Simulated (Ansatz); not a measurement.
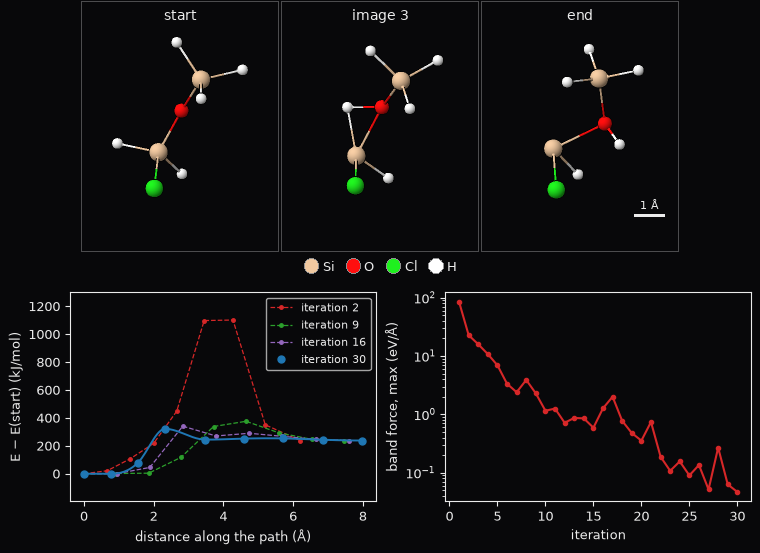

A nudged-elastic-band calculation for Si2H5OCl. Images are numbered from 0 (start) to 8 (end). The plot follows the band through its iterations. The picture is a ball-and-stick view, seen from a free direction.

The calculation used RKS r2SCAN-D4/def2-SVP (Ansatz). Set-up: 7 movable images; climbing image; force threshold 0.05 eV/Å; iteration limit 57; spring constant 50.0 eV/Å²; starting path through a guess of the saddle point.

Question: Judge this run.

Answer: The run is converged, with reservations. The band converged in 30 iterations. The largest component of the band force went from 85 to 0.047 eV/Å. The climbing image converged on the top of the path. Its curvatures weren't checked. The spring constant is far from the usual few eV/Å², which spoils the spacing or the steps. The first iteration put the highest image at 2248.7 kJ/mol. The highest point, image 3, lies 321.9 kJ/mol above the start and 83.8 kJ/mol above the end; the end is at +238.1 kJ/mol relative to the start.

Cost: 9.9 min on 2 threads of AMD EPYC 7R43 64-Core Processor (Zen 3), with other jobs on the host, peak memory 0.17 GiB.
